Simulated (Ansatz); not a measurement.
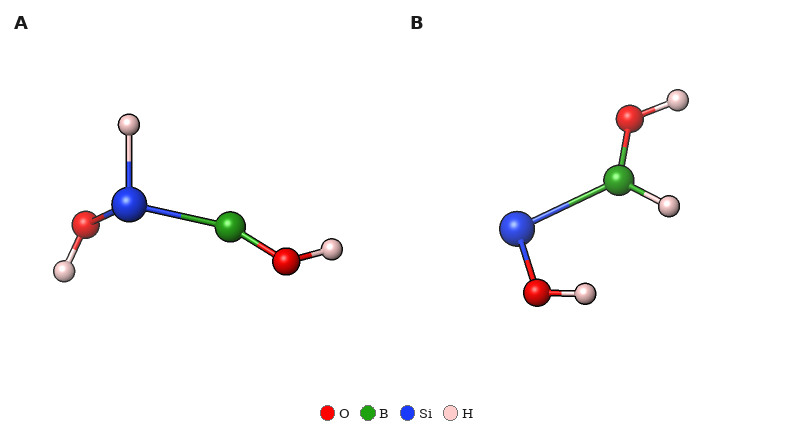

2 stationary structures of one formula. Geometries: PBE0-D4/def2-TZVP. Electronic energies: RHF-CCSD(T) (frozen core)/def2-TZVPP (Ansatz 0.2.0), without zero-point energy. No frequency run is at hand to confirm each as a minimum. Each is one conformer, not always the lowest.

Rank them by energy, lowest first.

B is lowest; A lies 62.5 kJ/mol above it (C1).
